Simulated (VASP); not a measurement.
Given:

```
Zn
1.0
    2.57429     0.00000     0.00000
    0.00000     2.57429     0.00000
    0.00000     0.00000     2.57429
Zn
1
Cartesian
  0.00000   0.00000   0.00000
```

These are r2SCAN meta-GGA, VASP's PBE PAW potentials (set 64) (plane waves; VASP) values and carry that method's errors. Settings: 400 eV cut-off, 16×16×16 Γ-centred mesh, tetrahedra with Blöchl corrections, potentials Zn.

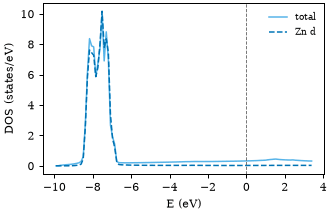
Figure: Total and projected density of states, zero at the Fermi level

Within 2 eV below the Fermi level the largest weight inside VASP's projection spheres is Zn p, then Zn s.

It has no gap at this level: it comes out as a metal or semimetal.

The structure was generated: Zn was put into the simple-cubic type (Pm-3m), which need not be its known phase. It was relaxed first.
